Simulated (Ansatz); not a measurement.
A series of calculations on MgNH6OCl

### Relaxation

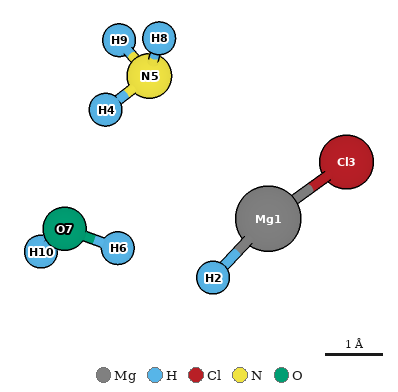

MgNH$_{6}$OCl, before the relaxation. Style: ball-and-stick. Shown from a free direction.

The run prepares an end point of a later path (reaction) calculation, from a guessed geometry.

Theory: RKS r2SCAN-D4/STO-3G (Ansatz).

Input
```yaml
crystal:
  periodic: [false, false, false]
  atoms:
    - { symbol: Mg, position_ang: [-1.44642, 0.388755, -1.75071] }
    - { symbol: H, position_ang: [-0.567729, 1.712396, -1.255381] }
    - { symbol: Cl, position_ang: [-2.603203, -1.099336, -2.705647] }
    - { symbol: H, position_ang: [0.575463, -0.57278, 1.187308] }
    - { symbol: "N", position_ang: [-0.159974, -1.266344, 0.930187] }
    - { symbol: H, position_ang: [0.730175, 1.653048, 0.150557] }
    - { symbol: O, position_ang: [1.516933, 1.428158, 0.733598] }
    - { symbol: H, position_ang: [-0.651424, -1.40077, 1.855604] }
    - { symbol: H, position_ang: [0.404284, -2.159016, 0.871726] }
    - { symbol: H, position_ang: [2.201995, 1.315889, -0.017243] }
basis:
  gaussian: { orbitals: STO-3G }
hamiltonian:
  xc: r2scan
  dispersion: d4
relax:
  f_tol: 0.03
  max_steps: 50
output:
  orbitals: {}
```

Launched with:
```bash
ansatz run input.yaml --threads 1 --pin off --max-ram 2048MiB --backend cpu --events-out ev --progress --plain --runs-dir out
```

**Where does the relaxation end?**

The atom that moves furthest after the best rigid fit is Mg1 (0.98 Å). By element the largest moves are Mg 0.98 Å, H 0.66 Å, Cl 0.54 Å, N 0.52 Å, O 0.47 Å. Some distances before and after: Mg1–H8 4.104 → 2.622 Å, Mg1–H9 4.098 → 2.640 Å, Mg1–N5 3.403 → 1.966 Å, Mg1–H4 3.694 → 2.423 Å. New bonds form, among them: Mg1–N5 (3.40 → 1.97 Å). Bond angles that change, for instance: H2–Mg1–Cl3 169.7° → 136.4°, H4–N5–H9 101.5° → 109.9°, H4–N5–H8 101.3° → 108.6°. After 13 accepted moves (14 points after the start) the energy has fallen by 277.3 kJ/mol. Largest force component: 1.3 eV/Å at the start, 0.024 eV/Å at the end. The line search rejected the trial step at point 9 of the run. Cost: 57 s on 1 thread of Intel(R) Xeon(R) Processor @ 2.70GHz, on a shared host, peak memory 0.17 GiB.

The structure at the end:

```xyz
10

Mg   -1.0216   -0.0714   -0.9978
H    -0.2085    1.3639   -1.0295
Cl   -2.5159   -1.0176   -2.1742
H     0.5636   -0.0153    0.8344
N    -0.1504   -0.9162    0.5495
H     0.5168    1.4093   -0.1031
O     1.1256    1.1785    0.7923
H    -0.7467   -1.1439    1.3793
H     0.4136   -1.7871    0.4045
H     2.0235    0.9998    0.3446
```

After the run, drawn alike:

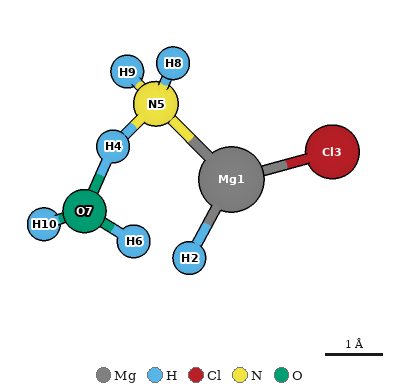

Limits of the set-up: STO-3G is a minimal basis, so the numbers are rough.

### Relaxation

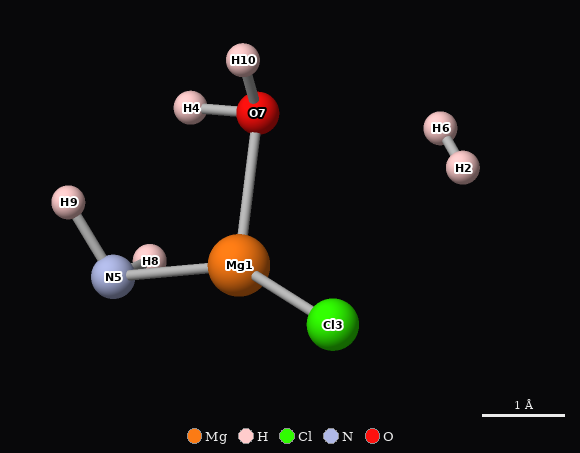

MgNH₆OCl, before the relaxation. Style: ball-and-stick. Shown at a tilt.

The run prepares an end point of a later path (reaction) calculation, from a guessed geometry.

Method: RKS r2SCAN-D4/STO-3G (Ansatz 0.2.0).

Input file:
```yaml
crystal:
  periodic: [false, false, false]
  atoms:
    - { symbol: Mg, position_ang: [-0.659741, -0.559628, -0.538012] }
    - { symbol: H, position_ang: [-0.560107, 2.392848, -1.176907] }
    - { symbol: Cl, position_ang: [-1.320113, -0.03836, -2.485885] }
    - { symbol: H, position_ang: [1.036304, -0.152904, 0.896216] }
    - { symbol: "N", position_ang: [-0.549373, -1.837168, 1.054486] }
    - { symbol: H, position_ang: [-0.130614, 2.399857, -0.640134] }
    - { symbol: O, position_ang: [0.813811, 0.487842, 0.148893] }
    - { symbol: H, position_ang: [-0.792954, -1.225737, 1.898202] }
    - { symbol: H, position_ang: [0.500307, -1.963747, 1.256119] }
    - { symbol: H, position_ang: [1.66258, 0.496998, -0.412978] }
basis:
  gaussian: { orbitals: STO-3G }
hamiltonian:
  xc: r2scan
  dispersion: d4
relax:
  f_tol: 0.03
  max_steps: 50
```

Command:
```bash
ansatz run input.yaml --threads 1 --pin off --max-ram 2048MiB --backend cpu --events-out ev --progress --plain --runs-dir out
```

Q: What does the optimiser find from here?

A: The largest move after the best rigid fit is that of H6, 1.18 Å. Largest moves by element: H 1.18 Å, N 0.60 Å, O 0.59 Å, Mg 0.54 Å, Cl 0.26 Å. Near-neighbour distances that change, for instance: H4–N5 2.319 → 1.271 Å, H4–O7 1.009 → 1.258 Å, Mg1–N5 2.045 → 1.945 Å, Mg1–O7 1.934 → 1.865 Å. New bonds form, among them: H4–N5 (2.32 → 1.27 Å). Among the angles between lasting bonds that change: Cl3–Mg1–O7 115.5° → 141.7°, Mg1–O7–H4 95.0° → 73.7°, Mg1–N5–H8 104.2° → 124.5°. Over 22 accepted moves (24 points after the start) the energy falls by 1.508 eV. The largest force component goes from 1.8 to 0.008 eV/Å. The line search rejected the trial steps at points 14, 18 of the run. The forces were under the threshold at step 19, but the run went on from there. The run took 98 s on 1 thread of Intel(R) Xeon(R) Processor @ 2.70GHz (shared host), peak memory 0.17 GiB.

History of the run:

| step | E − E(0), eV | largest force component, eV/Å | note |
| --- | --- | --- | --- |
| 0 | 0.0000 | 1.8028 |  |
| 1 | -0.2507 | 0.3689 |  |
| 2 | -0.2816 | 0.5615 |  |
| 3 | -0.2962 | 0.5550 |  |
| 4 | -0.3335 | 0.6204 |  |
| 5 | -0.4562 | 1.3212 |  |
| 6 | -0.7845 | 2.7458 |  |
| 7 | -1.2671 | 1.9100 |  |
| 8 | -1.4201 | 0.6607 |  |
| 9 | -1.4555 | 0.7814 |  |
| 10 | -1.4815 | 0.2662 |  |
| 11 | -1.4922 | 0.1389 |  |
| 12 | -1.4978 | 0.0884 |  |
| 13 | -1.5005 | 0.1596 |  |
| 14 | -1.4989 | 0.5015 | rejected |
| 15 | -1.5030 | 0.1170 |  |
| 16 | -1.5044 | 0.2050 |  |
| 17 | -1.5056 | 0.1146 |  |
| 18 | -1.5054 | 0.0979 | rejected |
| 19 | -1.5059 | 0.0106 |  |
| 20 | -1.5068 | 0.0298 |  |
| 21 | -1.5072 | 0.0651 |  |
| 22 | -1.5074 | 0.0348 |  |
| 23 | -1.5075 | 0.0135 |  |
| 24 | -1.5076 | 0.0080 |  |

The structure at the end:

```xyz
10

Mg   -0.2281   -0.2461   -0.4876
H    -1.0348    2.5343   -1.4907
Cl   -1.3604    0.0710   -2.2503
H     0.8629   -0.6286    1.0645
N    -0.1501   -1.3959    1.0796
H    -0.8705    3.1642   -1.1593
O     1.3311    0.3115    0.3716
H    -0.7486   -1.2794    1.9291
H     0.0808   -2.4156    1.0588
H     2.1179   -0.1152   -0.1157
```

After the run, drawn alike:

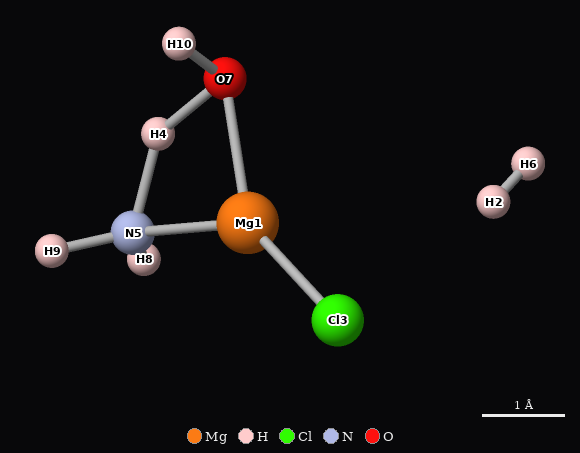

Limits of the set-up: the start holds two separate molecules, 2.3 Å apart at their closest, whose relative position is a soft coordinate; STO-3G is a minimal basis, so the numbers are rough.

### Path

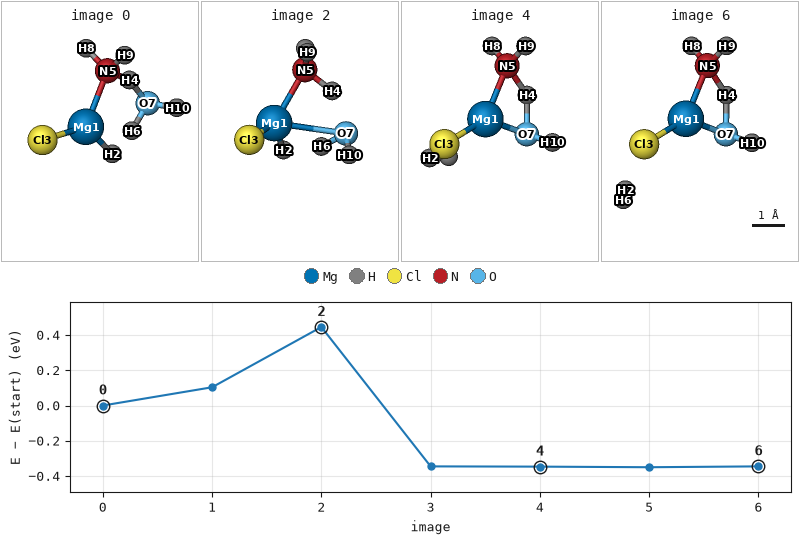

A search for the minimum-energy path of MgNH6OCl by the nudged elastic band. Images are numbered from 0 (start) to 6 (end). A ball-and-stick model, seen from a free direction.

These are results of RKS r2SCAN-D4/STO-3G (Ansatz), not measurements. Settings: 5 movable images; climbing image; force threshold 0.03 eV/Å; iteration limit 60; starting path through a guess of the saddle point.

### Describe the mechanism and the energy profile.

Breaking: H6–O7 (1.11 → 1.09 at the top → 3.92 Å), Mg1–H2 (1.65 → 1.64 at the top → 3.06 Å). Forming: H2–H6 (1.18 → 1.28 at the top → 0.73 Å), Mg1–O7 (3.06 → 2.36 at the top → 1.87 Å). The highest point, image 2, lies 0.45 eV above the start and 0.79 eV above the end; the end is at −0.35 eV relative to the start. Image 5 lies below both ends, at −0.35 eV, which points to an intermediate minimum that so few images don't resolve. The band converged in 27 iterations, with a climbing image at the top. At the top, the vibrational analysis gives one imaginary mode (320i cm⁻¹), as a transition state must have.

Limits of the set-up: STO-3G is a minimal basis, so the numbers are rough.

The run took 6.8 min on 1 thread of Intel(R) Xeon(R) Processor @ 2.70GHz, with other jobs on the host, peak memory 0.13 GiB.
